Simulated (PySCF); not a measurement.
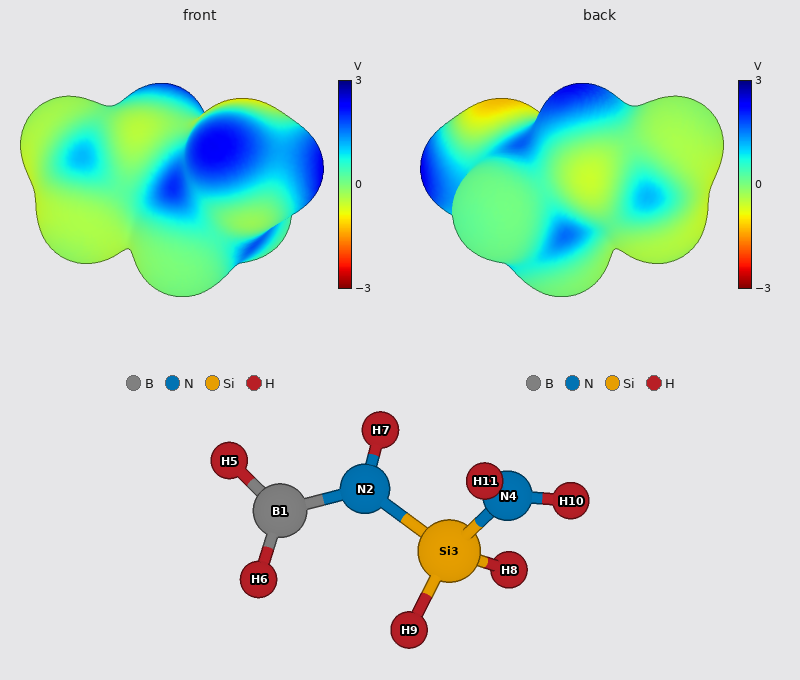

BH7N2Si (SMILES BN[SiH2]N). The electrostatic potential painted on the density surface at 0.004 e/bohr³, seen from the front and from behind; red is negative and blue positive. The bare structure is drawn below in the same view.

Geometry: PBE0-D3(BJ)/def2-SVP.

Computed with PBE0/pcSseg-1, SCF density, gas phase, non-relativistic (PySCF).

```xyz
11

B     2.0433    0.1412   -0.4860
N     0.8763    0.2348    0.2834
Si   -0.6479   -0.6072    0.0284
N    -1.9384    0.5332    0.0470
H     3.0207    0.7858   -0.1752
H     2.0570   -0.5828   -1.4566
H     0.8991    0.8662    1.0807
H    -0.9549   -1.5446    1.1504
H    -0.4423   -1.3716   -1.2362
H    -2.8241    0.2953    0.4761
H    -2.0523    1.2228   -0.6866
```

Question: Describe the electrostatic potential map.

Answer: The most negative region (about −1.2 V, or −28 kcal/mol for a unit charge) lies over N4, the most positive (about +2.3 V, or +53 kcal/mol for a unit charge) over H10 and H11. N4 is the likeliest acceptor of a hydrogen bond.
